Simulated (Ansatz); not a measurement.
# C2H8O2Sn: up Jacob's ladder to CCSD(T)

Aim: compute C2H8O2Sn with functionals from several rungs and with coupled cluster, and see how far each lands from CCSD(T) at the basis-set limit for the atomisation energy.

The runs use Ansatz 0.2.0, Gaussian basis; functionals in def2-TZVPP, the program's frozen cores in correlated methods.

Levels to be run: LDA (SPW92), PBE-D4, revPBE-D4, BLYP-D4, r2SCAN-D4, B97M-V, PBE0-D4, B3LYP-D4, r2SCANh-D4, r2SCAN0-D4, HSE06-D4, BHLYP-D4, CAM-B3LYP-D4, LC-ωPBE, ωB97X-V, ωB97M-V, B2PLYP, PBE-QIDH; CCSD(T)/def2-SVP; CCSD(T)/def2-TZVPP; MP2/def2-QZVPP; extrapolation to the limit; RPA on PBE.

### 1 The relaxed structure

All runs share one geometry, relaxed beforehand with PBE0-D4 in a triple-zeta def2 set. Sn takes the def2 core potential; no spin-orbit term is included.

SMILES `C[O][SnH2][O]C`, 13 atoms, charge 0, spin multiplicity 1.

Atoms are counted from 1 here; the program's logs count them from 0.

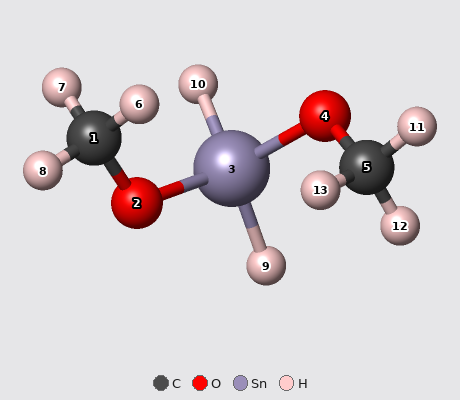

The geometry (carbon dark grey, oxygen red, tin purple, hydrogen pink); atoms are numbered from 1 in the order of the file.

### 2 LDA

This LDA is Slater exchange with PW92 correlation.

in.yaml reads:

```yaml
crystal:
  periodic: [false, false, false]
  atoms:
    - {symbol: C, position_ang: [-1.295578, 0.449998, 1.676445]}
    - {symbol: O, position_ang: [-0.424278, 1.236242, 0.901486]}
    - {symbol: Sn, position_ang: [1.303292, 0.502220, 0.336327]}
    - {symbol: O, position_ang: [0.898560, -1.058858, -0.778105]}
    - {symbol: C, position_ang: [0.164229, -0.895349, -1.966361]}
    - {symbol: H, position_ang: [-1.621176, -0.456168, 1.149532]}
    - {symbol: H, position_ang: [-0.847399, 0.142468, 2.631806]}
    - {symbol: H, position_ang: [-2.184374, 1.046022, 1.903111]}
    - {symbol: H, position_ang: [1.998517, 1.742051, -0.596156]}
    - {symbol: H, position_ang: [2.145963, -0.141008, 1.665314]}
    - {symbol: H, position_ang: [0.062791, -1.874422, -2.443538]}
    - {symbol: H, position_ang: [0.663930, -0.225982, -2.680764]}
    - {symbol: H, position_ang: [-0.844077, -0.501814, -1.783999]}
basis:
  gaussian: {orbitals: def2-TZVPP}
hamiltonian: {xc: lda}
output: {orbitals: {seedname: orbitals}}
```

Launch:

```console
ansatz run in.yaml --threads 4 --pin off --events-out ev --progress --plain --max-ram 11315MiB
```

Standard output, cut to the lines that bear on the results:

```text
Functional definition: SPW92
  name "SPW92"
  cite "Dirac, Proc. Camb. Phil. Soc. 26, 376 (1930) doi:10.1017/S0305004100016108"
  cite "Slater, Phys. Rev. 81, 385 (1951) doi:10.1103/PhysRev.81.385"
  cite "Perdew & Wang, Phys. Rev. B 45, 13244 (1992) doi:10.1103/PhysRevB.45.13244"
[...]
1522 factors; their error is unknown
[...]
mean field -12072.77239173 eV, -443.6662021769 hartree, gradient 8.1e-5 eV, S^2 0.000000; 0 other end points of the search recorded, 0 dependent functions left out
reference -12072.77244470 eV, -443.6662041238 hartree; 29, 29 occupied and 257, 257 virtual orbitals, 1522 factors
Total energy: -12072.77244470 eV, -443.6662041238 hartree
```

It took 0.95 s on 4 threads of Intel Xeon Platinum 8488C, shared host; peak memory 0.4 GiB.

Atomisation energy: 5144.6 kJ/mol (free atoms -12019.452 eV, run apart). HOMO -6.24 eV, LUMO -1.41 eV.

### 3 PBE-D4 (GGA)

in.yaml: that of step 2 with these lines changed.

```diff
@@ -18,3 +18,3 @@
   gaussian: {orbitals: def2-TZVPP}
-hamiltonian: {xc: lda}
-output: {orbitals: {seedname: orbitals}}
+hamiltonian: {xc: pbe, dispersion: d4}
+output: {forces: true, orbitals: {seedname: orbitals}}
```

Same command.

Standard output, cut to the lines that bear on the results:

```text
Functional definition: PBE
  name "PBE"
  cite "Perdew, Burke & Ernzerhof, Phys. Rev. Lett. 77, 3865 (1996) doi:10.1103/PhysRevLett.77.3865"
  parent pbe
[...]
1522 factors; their error is unknown
[...]
mean field -12124.74789804 eV, -445.5762668035 hartree, gradient 2.1e-5 eV, S^2 0.000000; 0 other end points of the search recorded, 0 dependent functions left out
[...]
Atom 9 at     2.145963    -0.141008     1.665314 Å, force     0.106129    -0.102155     0.159354 eV/Å
Atom 10 at     0.062791    -1.874422    -2.443538 Å, force    -0.022501    -0.212222    -0.105397 eV/Å
Atom 11 at     0.663930    -0.225982    -2.680764 Å, force     0.087558     0.143414    -0.179424 eV/Å
Atom 12 at    -0.844077    -0.501814    -1.783999 Å, force    -0.227898     0.081764     0.009353 eV/Å
Dipole moment:     0.103931     0.040339     0.026815 e Å
```

Run time: 1.8 s. Hardware: 4 threads of Intel Xeon Platinum 8488C, shared host; peak memory 0.41 GiB.

With the free atoms at this level, -12077.979 eV in sum, the atomisation energy is 4537.1 kJ/mol. HOMO -6.10 eV, LUMO -1.16 eV.

### 4 revPBE-D4 (GGA)

in.yaml: that of step 3 with these lines changed.

```diff
@@ -18,3 +18,3 @@
   gaussian: {orbitals: def2-TZVPP}
-hamiltonian: {xc: pbe, dispersion: d4}
-output: {forces: true, orbitals: {seedname: orbitals}}
+hamiltonian: {xc: {name: revPBE}, dispersion: d4}
+output: {orbitals: {seedname: orbitals}}
```

Same command.

Standard output, cut to the lines that bear on the results:

```text
Functional definition: revPBE
  name "revPBE"
  cite "Zhang & Yang, Phys. Rev. Lett. 80, 890 (1998) doi:10.1103/PhysRevLett.80.890"
  cite "Perdew, Burke & Ernzerhof, Phys. Rev. Lett. 77, 3865 (1996) doi:10.1103/PhysRevLett.77.3865"
[...]
1522 factors; their error is unknown
[...]
mean field -12131.53320027 eV, -445.8256220614 hartree, gradient 8.2e-5 eV, S^2 0.000000; 0 other end points of the search recorded, 0 dependent functions left out
reference -12131.53327244 eV, -445.8256247135 hartree; 29, 29 occupied and 257, 257 virtual orbitals, 1522 factors
Total energy: -12132.28189889 eV, -445.8531362282 hartree
```

It took 1.4 s on 4 threads of Intel Xeon Platinum 8488C, shared host; peak memory 0.4 GiB.

With the free atoms at this level, -12086.476 eV in sum, the atomisation energy is 4419.6 kJ/mol. HOMO -6.04 eV, LUMO -1.06 eV.

### 5 BLYP-D4 (GGA)

in.yaml: that of step 4 with these lines changed.

```diff
@@ -18,3 +18,3 @@
   gaussian: {orbitals: def2-TZVPP}
-hamiltonian: {xc: {name: revPBE}, dispersion: d4}
+hamiltonian: {xc: {name: BLYP}, dispersion: d4}
 output: {orbitals: {seedname: orbitals}}
```

Same command.

Standard output, cut to the lines that bear on the results:

```text
Functional definition: BLYP
  name "BLYP"
  cite "Becke, Phys. Rev. A 38, 3098 (1988) doi:10.1103/PhysRevA.38.3098"
  cite "Lee, Yang & Parr, Phys. Rev. B 37, 785 (1988) doi:10.1103/PhysRevB.37.785"
[...]
1522 factors; their error is unknown
[...]
mean field -12128.91074007 eV, -445.7292484265 hartree, gradient 4.1e-5 eV, S^2 0.000000; 0 other end points of the search recorded, 0 dependent functions left out
reference -12128.91119536 eV, -445.7292651581 hartree; 29, 29 occupied and 257, 257 virtual orbitals, 1522 factors
Total energy: -12129.46147713 eV, -445.7494876401 hartree
```

Wall time 1.6 s (4 threads of Intel Xeon Platinum 8488C, shared host); peak memory 0.4 GiB.

Atomisation energy: 4462.4 kJ/mol (free atoms -12083.212 eV, run apart). HOMO -6.02 eV, LUMO -1.13 eV.

### 6 r2SCAN-D4 (meta-GGA)

in.yaml: that of step 5 with these lines changed.

```diff
@@ -18,3 +18,3 @@
   gaussian: {orbitals: def2-TZVPP}
-hamiltonian: {xc: {name: BLYP}, dispersion: d4}
-output: {orbitals: {seedname: orbitals}}
+hamiltonian: {xc: r2scan, dispersion: d4}
+output: {forces: true, orbitals: {seedname: orbitals}}
```

Same command.

Standard output, cut to the lines that bear on the results:

```text
Functional definition: r2SCAN
  name "r2SCAN"
  cite "Furness, Kaplan, Ning, Perdew & Sun, J. Phys. Chem. Lett. 11, 8208 (2020) doi:10.1021/acs.jpclett.0c02405"
  cite "Furness, Kaplan, Ning, Perdew & Sun, J. Phys. Chem. Lett. 11, 9248 (2020) doi:10.1021/acs.jpclett.0c03077"
  parent r2scan
[...]
1522 factors; their error is unknown
[...]
Atom 9 at     2.145963    -0.141008     1.665314 Å, force     0.000359    -0.020894     0.005895 eV/Å
Atom 10 at     0.062791    -1.874422    -2.443538 Å, force     0.003382     0.008068     0.009778 eV/Å
Atom 11 at     0.663930    -0.225982    -2.680764 Å, force     0.000014     0.002351    -0.003298 eV/Å
Atom 12 at    -0.844077    -0.501814    -1.783999 Å, force    -0.003774     0.001850     0.000138 eV/Å
Dipole moment:     0.115371     0.044774     0.029755 e Å
```

Run time: 2.7 s. Hardware: 4 threads of Intel Xeon Platinum 8488C, shared host; peak memory 0.44 GiB.

With the free atoms at this level, -12084.934 eV in sum, the atomisation energy is 4469.4 kJ/mol. HOMO -6.42 eV, LUMO -0.83 eV.

### 7 B97M-V (meta-GGA)

in.yaml: that of step 6 with these lines changed.

```diff
@@ -18,3 +18,3 @@
   gaussian: {orbitals: def2-TZVPP}
-hamiltonian: {xc: r2scan, dispersion: d4}
-output: {forces: true, orbitals: {seedname: orbitals}}
+hamiltonian: {xc: {name: B97M-V}}
+output: {orbitals: {seedname: orbitals}}
```

The command is unchanged.

Standard output, cut to the lines that bear on the results:

```text
Functional definition: B97M-V
  name "B97M-V"
  cite "Mardirossian & Head-Gordon, J. Chem. Phys. 142, 074111 (2015) doi:10.1063/1.4907719"
  cite "Becke, J. Chem. Phys. 107, 8554 (1997) doi:10.1063/1.475007"
  cite "Vydrov & Van Voorhis, J. Chem. Phys. 133, 244103 (2010) doi:10.1063/1.3521275"
  # Of w^i u^j: cxij and so on, Table III.
[...]
  gx(w, u) = cx00 + cx01*u + cx02*u^2 + (cx10 + cx11*u)*w
[...]
  gos(w, u) = cos00 + cos01*u + cos03*u^3 + cos10*w + cos32*w^3*u^2
[...]
      + integral(e_c_pw_mod_opposite_spin*gos(b97_w_opposite, b97_u_opposite)) + vv10(b, c)
1522 factors; their error is unknown
[...]
mean field -12131.33602368 eV, -445.8183759554 hartree, gradient 3.8e-5 eV, S^2 0.000000; 0 other end points of the search recorded, 0 dependent functions left out
reference -12131.33610229 eV, -445.8183788444 hartree; 29, 29 occupied and 257, 257 virtual orbitals, 1522 factors
Total energy: -12131.33610229 eV, -445.8183788444 hartree
```

Run time: 5.5 s. Hardware: 4 threads of Intel Xeon Platinum 8488C, shared host; peak memory 0.51 GiB.

Atomisation energy: 4495.0 kJ/mol (free atoms -12084.749 eV, run apart). HOMO -6.58 eV, LUMO -0.95 eV.

### 8 PBE0-D4 (hybrid)

in.yaml: that of step 7 with these lines changed.

```diff
@@ -18,3 +18,3 @@
   gaussian: {orbitals: def2-TZVPP}
-hamiltonian: {xc: {name: B97M-V}}
+hamiltonian: {xc: pbe0, dispersion: d4}
 output: {orbitals: {seedname: orbitals}}
```

Launched as before.

Standard output, cut to the lines that bear on the results:

```text
Functional definition: PBE0
  name "PBE0"
  cite "Adamo & Barone, J. Chem. Phys. 110, 6158 (1999) doi:10.1063/1.478522"
  cite "Perdew, Burke & Ernzerhof, Phys. Rev. Lett. 77, 3865 (1996) doi:10.1103/PhysRevLett.77.3865"
  parent pbe
[...]
1595 factors; their error is unknown
[...]
mean field -12125.35659519 eV, -445.5986360114 hartree, gradient 4.4e-5 eV, S^2 0.000000; 0 other end points of the search recorded, 0 dependent functions left out
reference -12125.35663631 eV, -445.5986375226 hartree; 29, 29 occupied and 257, 257 virtual orbitals, 1595 factors
Total energy: -12125.57452308 eV, -445.6066447135 hartree
```

Wall time 2.3 s (4 threads of Intel Xeon Platinum 8488C, shared host); peak memory 0.81 GiB.

Atomisation energy: 4441.6 kJ/mol (free atoms -12079.541 eV, run apart). HOMO -7.65 eV, LUMO -0.17 eV.

### 9 B3LYP-D4 (hybrid)

B3LYP here takes the VWN-RPA correlation.

in.yaml: that of step 8 with these lines changed.

```diff
@@ -18,3 +18,3 @@
   gaussian: {orbitals: def2-TZVPP}
-hamiltonian: {xc: pbe0, dispersion: d4}
-output: {orbitals: {seedname: orbitals}}
+hamiltonian: {xc: {name: B3LYP}, dispersion: d4}
+output: {forces: true, orbitals: {seedname: orbitals}}
```

The command is unchanged.

Standard output, cut to the lines that bear on the results:

```text
Functional definition: B3LYP
  name "B3LYP"
  cite "Stephens, Devlin, Chabalowski & Frisch, J. Phys. Chem. 98, 11623 (1994) doi:10.1021/j100096a001"
  cite "Becke, Phys. Rev. A 38, 3098 (1988) doi:10.1103/PhysRevA.38.3098"
  cite "Lee, Yang & Parr, Phys. Rev. B 37, 785 (1988) doi:10.1103/PhysRevB.37.785"
  cite "Vosko, Wilk & Nusair, Can. J. Phys. 58, 1200 (1980) doi:10.1139/p80-159"
[...]
1566 factors; their error is unknown
[...]
Atom 9 at     2.145963    -0.141008     1.665314 Å, force     0.030504    -0.024706     0.047365 eV/Å
Atom 10 at     0.062791    -1.874422    -2.443538 Å, force    -0.000446     0.051753     0.015213 eV/Å
Atom 11 at     0.663930    -0.225982    -2.680764 Å, force    -0.026252    -0.030647     0.031807 eV/Å
Atom 12 at    -0.844077    -0.501814    -1.783999 Å, force     0.051107    -0.021226    -0.013568 eV/Å
Dipole moment:     0.118901     0.046144     0.030659 e Å
```

Run time: 3.6 s. Hardware: 4 threads of Intel Xeon Platinum 8488C, shared host; peak memory 0.91 GiB.

With the free atoms at this level, -12088.827 eV in sum, the atomisation energy is 4459.4 kJ/mol. HOMO -7.42 eV, LUMO -0.50 eV.

### 10 r2SCANh-D4 (hybrid)

in.yaml: that of step 9 with these lines changed.

```diff
@@ -18,3 +18,3 @@
   gaussian: {orbitals: def2-TZVPP}
-hamiltonian: {xc: {name: B3LYP}, dispersion: d4}
-output: {forces: true, orbitals: {seedname: orbitals}}
+hamiltonian: {xc: {name: r2SCANh}, dispersion: d4}
+output: {orbitals: {seedname: orbitals}}
```

The command is unchanged.

Standard output, cut to the lines that bear on the results:

```text
Functional definition: r2SCANh
  name "r2SCANh"
  cite "Bursch, Neugebauer, Ehlert & Grimme, J. Chem. Phys. 156, 134105 (2022) doi:10.1063/5.0086040"
  cite "Furness, Kaplan, Ning, Perdew & Sun, J. Phys. Chem. Lett. 11, 8208 (2020) doi:10.1021/acs.jpclett.0c02405"
  cite "Furness, Kaplan, Ning, Perdew & Sun, J. Phys. Chem. Lett. 11, 9248 (2020) doi:10.1021/acs.jpclett.0c03077"
  parent r2scan
[...]
1537 factors; their error is unknown
[...]
mean field -12130.50900622 eV, -445.7879836244 hartree, gradient 6.0e-5 eV, S^2 0.000000; 0 other end points of the search recorded, 0 dependent functions left out
reference -12130.50902114 eV, -445.7879841726 hartree; 29, 29 occupied and 257, 257 virtual orbitals, 1537 factors
Total energy: -12130.57879356 eV, -445.7905482616 hartree
```

Wall time 2.9 s (4 threads of Intel Xeon Platinum 8488C, shared host); peak memory 0.82 GiB.

With the free atoms at this level, -12084.622 eV in sum, the atomisation energy is 4434.1 kJ/mol. HOMO -7.00 eV, LUMO -0.48 eV.

### 11 r2SCAN0-D4 (hybrid)

in.yaml: that of step 10 with these lines changed.

```diff
@@ -18,3 +18,3 @@
   gaussian: {orbitals: def2-TZVPP}
-hamiltonian: {xc: {name: r2SCANh}, dispersion: d4}
+hamiltonian: {xc: {name: r2SCAN0}, dispersion: d4}
 output: {orbitals: {seedname: orbitals}}
```

The command is unchanged.

Standard output, cut to the lines that bear on the results:

```text
Functional definition: r2SCAN0
  name "r2SCAN0"
  cite "Bursch, Neugebauer, Ehlert & Grimme, J. Chem. Phys. 156, 134105 (2022) doi:10.1063/5.0086040"
  cite "Furness, Kaplan, Ning, Perdew & Sun, J. Phys. Chem. Lett. 11, 8208 (2020) doi:10.1021/acs.jpclett.0c02405"
  cite "Furness, Kaplan, Ning, Perdew & Sun, J. Phys. Chem. Lett. 11, 9248 (2020) doi:10.1021/acs.jpclett.0c03077"
  parent r2scan
[...]
1595 factors; their error is unknown
[...]
mean field -12129.53299783 eV, -445.7521159773 hartree, gradient 1.1e-5 eV, S^2 0.000000; 0 other end points of the search recorded, 0 dependent functions left out
reference -12129.53301058 eV, -445.7521164462 hartree; 29, 29 occupied and 257, 257 virtual orbitals, 1595 factors
Total energy: -12129.60996580 eV, -445.7549444984 hartree
```

Wall time 3.1 s (4 threads of Intel Xeon Platinum 8488C, shared host); peak memory 0.84 GiB.

With the free atoms at this level, -12084.172 eV in sum, the atomisation energy is 4384.1 kJ/mol. HOMO -7.89 eV, LUMO 0.04 eV.

### 12 HSE06-D4 (hybrid)

HSE06 is the plane-wave form, built on full-range PBE exchange.

in.yaml: that of step 11 with these lines changed.

```diff
@@ -18,3 +18,3 @@
   gaussian: {orbitals: def2-TZVPP}
-hamiltonian: {xc: {name: r2SCAN0}, dispersion: d4}
+hamiltonian: {xc: hse06, dispersion: d4}
 output: {orbitals: {seedname: orbitals}}
```

The command is unchanged.

Standard output, cut to the lines that bear on the results:

```text
Functional definition: HSE06
  name "HSE06"
  cite "Heyd, Scuseria & Ernzerhof, J. Chem. Phys. 118, 8207 (2003) doi:10.1063/1.1564060"
  cite "Krukau, Vydrov, Izmaylov & Scuseria, J. Chem. Phys. 125, 224106 (2006) doi:10.1063/1.2404663"
  cite "Heyd & Scuseria, J. Chem. Phys. 120, 7274 (2004) doi:10.1063/1.1668634"
  cite "Ernzerhof & Perdew, J. Chem. Phys. 109, 3313 (1998) doi:10.1063/1.476928"
[...]
1595 factors; their error is unknown
133 factors; integrals over basis functions are off by at most 3.2e-7 eV
[...]
mean field -12124.98399857 eV, -445.5849433380 hartree, gradient 4.6e-5 eV, S^2 0.000000; 0 other end points of the search recorded, 0 dependent functions left out
reference -12124.98405336 eV, -445.5849453516 hartree; 29, 29 occupied and 257, 257 virtual orbitals, 1595 factors
Total energy: -12125.18802580 eV, -445.5924412005 hartree
```

Wall time 2.9 s (4 threads of Intel Xeon Platinum 8488C, shared host); peak memory 0.85 GiB.

Atomisation energy: 4443.9 kJ/mol (free atoms -12079.131 eV, run apart). HOMO -7.25 eV, LUMO -0.54 eV.

### 13 BHLYP-D4 (hybrid)

in.yaml: that of step 12 with these lines changed.

```diff
@@ -18,3 +18,3 @@
   gaussian: {orbitals: def2-TZVPP}
-hamiltonian: {xc: hse06, dispersion: d4}
+hamiltonian: {xc: {name: BHLYP}, dispersion: d4}
 output: {orbitals: {seedname: orbitals}}
```

The command is unchanged.

Standard output, cut to the lines that bear on the results:

```text
Functional definition: BHLYP
  name "BHLYP"
  cite "Becke, J. Chem. Phys. 98, 1372 (1993) doi:10.1063/1.464304"
  cite "Becke, Phys. Rev. A 38, 3098 (1988) doi:10.1103/PhysRevA.38.3098"
  cite "Lee, Yang & Parr, Phys. Rev. B 37, 785 (1988) doi:10.1103/PhysRevB.37.785"
[...]
1752 factors; their error is unknown
[...]
mean field -12126.96966567 eV, -445.6579152582 hartree, gradient 3.1e-5 eV, S^2 0.000000; 0 other end points of the search recorded, 0 dependent functions left out
reference -12126.96988714 eV, -445.6579233969 hartree; 29, 29 occupied and 257, 257 virtual orbitals, 1752 factors
Total energy: -12127.29154262 eV, -445.6697440178 hartree
```

Run time: 2.5 s. Hardware: 4 threads of Intel Xeon Platinum 8488C, shared host; peak memory 0.84 GiB.

Atomisation energy: 4315.1 kJ/mol (free atoms -12082.568 eV, run apart). HOMO -9.18 eV, LUMO 0.58 eV.

### 14 CAM-B3LYP-D4 (range-separated)

in.yaml: that of step 13 with these lines changed.

```diff
@@ -18,3 +18,3 @@
   gaussian: {orbitals: def2-TZVPP}
-hamiltonian: {xc: {name: BHLYP}, dispersion: d4}
+hamiltonian: {xc: {name: CAM-B3LYP}, dispersion: d4}
 output: {orbitals: {seedname: orbitals}}
```

The command is unchanged.

Standard output, cut to the lines that bear on the results:

```text
Functional definition: CAM-B3LYP
  name "CAM-B3LYP"
  cite "Yanai, Tew & Handy, Chem. Phys. Lett. 393, 51 (2004) doi:10.1016/j.cplett.2004.06.011"
  cite "Iikura, Tsuneda, Yanai & Hirao, J. Chem. Phys. 115, 3540 (2001) doi:10.1063/1.1383587"
  cite "Becke, Phys. Rev. A 38, 3098 (1988) doi:10.1103/PhysRevA.38.3098"
  cite "Lee, Yang & Parr, Phys. Rev. B 37, 785 (1988) doi:10.1103/PhysRevB.37.785"
[...]
  # Exact exchange under (alpha + beta erf(omega r))/r, Becke's under what is left of 1/r.
[...]
1566 factors; their error is unknown
393 factors; integrals over basis functions are off by at most 8.9e-6 eV
[...]
mean field -12129.45295483 eV, -445.7491744515 hartree, gradient 7.6e-5 eV, S^2 0.000000; 0 other end points of the search recorded, 0 dependent functions left out
reference -12129.45311776 eV, -445.7491804390 hartree; 29, 29 occupied and 257, 257 virtual orbitals, 1566 factors
Total energy: -12129.67544751 eV, -445.7573509067 hartree
```

Wall time 2.6 s (4 threads of Intel Xeon Platinum 8488C, shared host); peak memory 0.92 GiB.

Atomisation energy: 4491.4 kJ/mol (free atoms -12083.126 eV, run apart). HOMO -9.10 eV, LUMO 0.73 eV.

### 15 LC-ωPBE (range-separated)

in.yaml: that of step 14 with these lines changed.

```diff
@@ -18,3 +18,3 @@
   gaussian: {orbitals: def2-TZVPP}
-hamiltonian: {xc: {name: CAM-B3LYP}, dispersion: d4}
+hamiltonian: {xc: {name: LC-wPBE}}
 output: {orbitals: {seedname: orbitals}}
```

Launched as before.

Standard output, cut to the lines that bear on the results:

```text
Functional definition: LC-wPBE
  name "LC-wPBE"
  cite "Vydrov & Scuseria, J. Chem. Phys. 125, 234109 (2006) doi:10.1063/1.2409292"
  cite "Heyd & Scuseria, J. Chem. Phys. 120, 7274 (2004) doi:10.1063/1.1668634"
  cite "Ernzerhof & Perdew, J. Chem. Phys. 109, 3313 (1998) doi:10.1063/1.476928"
  cite "Perdew, Burke & Ernzerhof, Phys. Rev. Lett. 77, 3865 (1996) doi:10.1103/PhysRevLett.77.3865"
  parent pbe
[...]
1522 factors; their error is unknown
503 factors; integrals over basis functions are off by at most 1.9e-5 eV
[...]
mean field -12129.79503468 eV, -445.7617456541 hartree, gradient 5.8e-5 eV, S^2 0.000000; 0 other end points of the search recorded, 0 dependent functions left out
reference -12129.79503469 eV, -445.7617456544 hartree; 29, 29 occupied and 257, 257 virtual orbitals, 1522 factors
Total energy: -12129.79503469 eV, -445.7617456544 hartree
```

It took 1.9 s on 4 threads of Intel Xeon Platinum 8488C, shared host; peak memory 0.6 GiB.

Atomisation energy: 4444.6 kJ/mol (free atoms -12083.730 eV, run apart). HOMO -10.43 eV, LUMO 1.87 eV.

### 16 ωB97X-V (range-separated)

in.yaml: that of step 15 with these lines changed.

```diff
@@ -18,3 +18,3 @@
   gaussian: {orbitals: def2-TZVPP}
-hamiltonian: {xc: {name: LC-wPBE}}
+hamiltonian: {xc: {name: wB97X-V}}
 output: {orbitals: {seedname: orbitals}}
```

The command is unchanged.

Standard output, cut to the lines that bear on the results:

```text
Functional definition: wB97X-V
  name "wB97X-V"
  cite "Mardirossian & Head-Gordon, Phys. Chem. Chem. Phys. 16, 9904 (2014) doi:10.1039/C3CP54374A"
  cite "Becke, J. Chem. Phys. 107, 8554 (1997) doi:10.1063/1.475007"
  cite "Vydrov & Van Voorhis, J. Chem. Phys. 133, 244103 (2010) doi:10.1063/1.3521275"
[...]
      + integral(e_c_pw_opposite_spin*poly(b97_u_opposite, cos0, cos1)) + vv10(b, c)
1566 factors; their error is unknown
383 factors; integrals over basis functions are off by at most 9.1e-6 eV
[...]
mean field -12129.97388162 eV, -445.7683181581 hartree, gradient 4.8e-5 eV, S^2 0.000000; 0 other end points of the search recorded, 0 dependent functions left out
reference -12129.97387904 eV, -445.7683180630 hartree; 29, 29 occupied and 257, 257 virtual orbitals, 1566 factors
Total energy: -12129.97387904 eV, -445.7683180630 hartree
```

Run time: 4.9 s. Hardware: 4 threads of Intel Xeon Platinum 8488C, shared host; peak memory 0.99 GiB.

With the free atoms at this level, -12083.447 eV in sum, the atomisation energy is 4489.1 kJ/mol. HOMO -10.12 eV, LUMO 1.70 eV.

(Part 1 of 2 ends here.)
